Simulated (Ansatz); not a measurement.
**A family of molecules: the atomisation energy (no zero-point term)**

All atoms of one element are swapped for its congeners: PF3 (phosphorus trifluoride) `FP(F)F`; PBr3 `BrP(Br)Br`; PI3 `IP(I)I`. The Cl member is missing. All are singlets with charge 0.

Shapes, held fixed at every level: PBE0-D4/def2-TZVP. Programs: Ansatz 0.2.0. Values in eV.

| level | PF3 | PBr3 | PI3 |
| --- | --- | --- | --- |
| HF/def2-SVP | 9.11 | 3.78 | 2.23 |
| HF/def2-TZVPP | 10.15 | 4.28 | 2.74 |
| SPW92/def2-TZVPP | 19.15 | 11.04 | 9.29 |
| B3LYP-D4/def2-TZVPP | 15.57 | 8.53 | 7.02 |
| wB97M-V/def2-TZVPP | 15.93 | 8.55 | 6.81 |
| CCSD/def2-TZVPP | 14.63 | 7.45 | 5.83 |
| CCSD(T)/def2-TZVPP | 15.01 | 7.88 | 6.33 |

At CCSD(T)/def2-TZVPP the atomisation energy falls at every step, from 15.01 to 6.33 eV. Every level shows the same order. For atoms past krypton def2 sets carry core potentials with scalar relativity. Relativity is left out for Br unless named. Correlated rows may include outer-core shells of Br, I, which these sets cover unevenly. Spin-orbit coupling, which grows down the group, is left out (summed over each molecule's free atoms 0.05, 0.46, 0.94 eV).

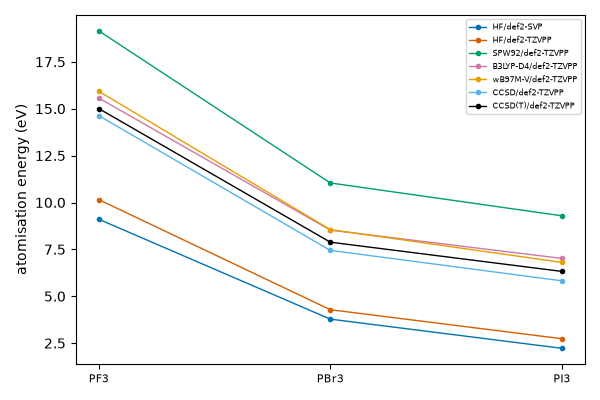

The trend along the series, level by level.
